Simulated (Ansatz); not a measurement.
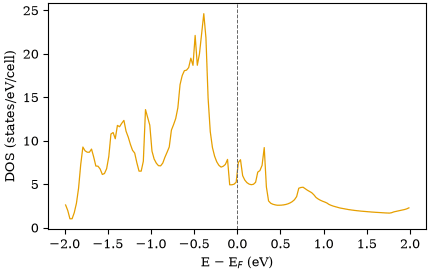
Density of states of Co₂Ge (P6_3/mmc) near the Fermi level, PBEsol, rigid bands (Ansatz, a program for electronic structure).

**Question.** How far does the Fermi level move in a rigid band for 0.1 electron a cell added or removed?

**Answer.** 16 meV and -17 meV.

A metal at this level (no band gap); rigid bands, thermally averaged at 300 K, both spins. Spin-orbit coupling is left out. Geometry: cell and atoms relaxed with PBEsol.

Computed structure, not matched to a measured one here, so possibly hypothetical: Co2Ge (P6_3/mmc). Treated as nonmagnetic (a ferromagnetic start lost its moment, other orders weren't tried): Co2Ge (P6_3/mmc).
